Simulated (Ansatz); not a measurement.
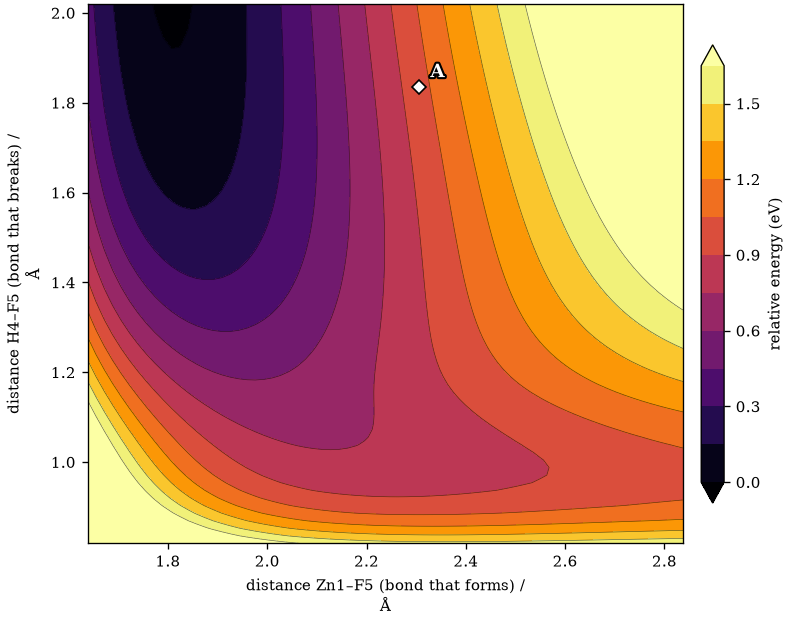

The reacting system ClFH3NZn (fragments ClH₂NZn + FH where the first distance is long, ClFH₃NZn where the second is long). First axis: distance Zn1–F5 (bond that forms). Second axis: distance H4–F5 (bond that breaks). Relaxed at each point: all other coordinates. The scan uses a 9 × 9 grid. Points are written as (first, second). Energies: eV, counted from the lowest grid point. The reference is spin-restricted, so regions where a bond is pulled apart into radicals lie too high. Method: RKS PBE0-D4/def2-SVP in Ansatz.

The picture shows filled contours, one colour for all values above the top of the scale, the point A. Between grid points the surface is interpolated.

### Is A at rest? If not, where is it pushed?

A, at (2.305 Å, 1.835 Å), is not a stationary point. The computed force is 2.7 eV for each Å towards smaller values of the first coordinate and 0.37 eV for each Å towards smaller values of the second coordinate.
